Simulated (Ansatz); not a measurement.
## SnSe2 (CdI2 type), map of one atom of the cell

Relaxed SnSe2 (CdI2 type):

```
SnSe2
1.0
    7.58729     0.00000     0.00000
   -1.89682     3.28539     0.00000
    0.00000     0.00000     5.74380
Sn Se
2 4
Direct
  0.00000   0.00000   0.00000
  0.50000   0.00000   0.00000
  0.16667   0.66667   0.27602
  0.66667   0.66667   0.27602
  0.33333   0.33333   0.72398
  0.83333   0.33333   0.72398
```

In this cell atom 4 (Se, nearest neighbour Sn at 2.704 Å; its periodic images, 3.8 Å or more away, move with it) is moved by u·(1.000, 0.000, 0.000) + v·(0.000, 1.000, 0.000); the rest is frozen.

Computed with PBEsol-D3(BJ) (plane waves to 420 eV, PAW, scalar-relativistic; Ansatz, an electronic-structure program). k mesh 4×8×5 (Γ-centred), Fermi-Dirac smearing 0.05 eV. Energies are smeared free energies. With partly filled bands, energies and forces of such displacements shift with the k mesh and the smearing. At this level the bands of SnSe2 touch or barely overlap; measurements give the solid a gap. SnSe2 was relaxed with its symmetry unable to fall. The zero of ΔE is the undisplaced structure. Axes are in Å.

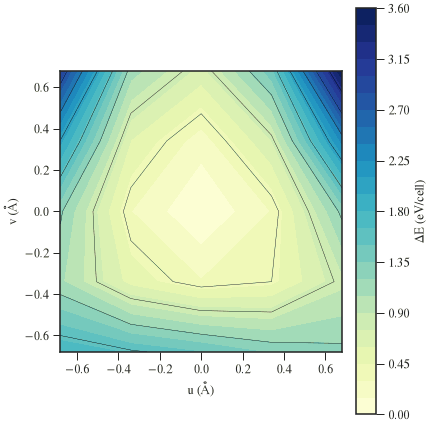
ΔE (eV/cell) over the 5×5 grid of computed points.

Lowest place on the grid: u = 0.000 Å, v = 0.000 Å (0 meV/cell). Centre of the map: a minimum. Softest direction at the centre: 119° from u towards v. Principal force constants in the plane (five-point differences of the forces): 4.1 and 5.6 eV/Å². Highest place on the grid: u = 0.680 Å, v = 0.680 Å (3596 meV/cell).

(A displaced cell: forces are minus the slopes of the energy, force constants its curvatures, and phonons follow from these.)
